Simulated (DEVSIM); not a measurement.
System: Cr/SiO2/n-Si capacitor, at 300 K.

```tsv
layer (left to right)	material	thickness (nm)	Nd (cm⁻³)
1	SiO2	1.10	-
2	Si	900	4.1e17
```

Metal gate on the left, work function 4.5 eV. Fixed charge at the semiconductor interface -5.3e11 cm⁻² (in units of +e); interface traps 3.5e11 cm⁻² eV⁻¹, uniform in energy, neutral level at 0.5 of the gap above the valence band.

This is a model device: material constants are rounded textbook-type values typed into the input, and sizes, dopings and lifetimes were drawn at random. Values at 300 K.

```
parameter      SiO2       Si
-------------  ----  -------
gap (eV)          9    1.124
affinity (eV)   0.9     4.05
permittivity    3.9     11.7
Nc (cm⁻³)         -  2.86e19
Nv (cm⁻³)         -   3.1e19
```

Model (solved in DEVSIM): 1D Poisson equation in equilibrium, Boltzmann statistics, complete ionisation; no quantum confinement or tunnelling. Metal contacts follow the ideal Schottky-Mott rule: no Fermi-level pinning, no interface dipoles.

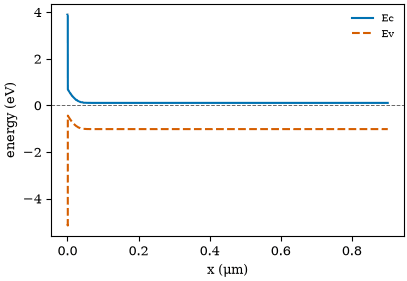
Figure. Band edges at -0.3 V on the gate

Energies count from the Fermi level of the right contact; mesh points crowd at the junctions.

```
x (μm)     Ec (eV)  Ev (eV)  n (cm⁻³)  p (cm⁻³)  field (V/cm)
---------  -------  -------  --------  --------  ------------
0.000        3.900   -5.100     < 1e2     < 1e2       -570000
0.0004977    3.872   -5.128     < 1e2     < 1e2       -570000
0.0008911    3.849   -5.151     < 1e2     < 1e2       -570000
0.001624     0.674   -0.450     1.3e8    8.6e11       -260000
0.003609     0.624   -0.500     9.6e8    1.2e11       -250000
0.006461     0.555   -0.569    1.3e10     8.6e9       -230000
0.01153      0.446   -0.678    9.1e11     1.3e8       -200000
0.02517      0.235   -0.889    3.3e15     35000       -110000
0.04477      0.121   -1.002    2.6e17       450        -17000
0.08233      0.110   -1.014    4.1e17       280           -58
0.1463       0.110   -1.014    4.1e17       280           ≈ 0
0.3185       0.110   -1.014    4.1e17       280           ≈ 0
0.5339       0.110   -1.014    4.1e17       280           ≈ 0
0.6950       0.110   -1.014    4.1e17       280           ≈ 0
0.8070       0.110   -1.014    4.1e17       280           ≈ 0
0.8487       0.110   -1.014    4.1e17       280           ≈ 0
0.8721       0.110   -1.014    4.1e17       280           ≈ 0
0.8853       0.110   -1.014    4.1e17       280           ≈ 0
0.8945       0.110   -1.014    4.1e17       280           ≈ 0
0.8979       0.110   -1.014    4.1e17       280           ≈ 0
0.8998       0.110   -1.014    4.1e17       280           ≈ 0
0.9011       0.110   -1.014    4.1e17       280           ≈ 0
```
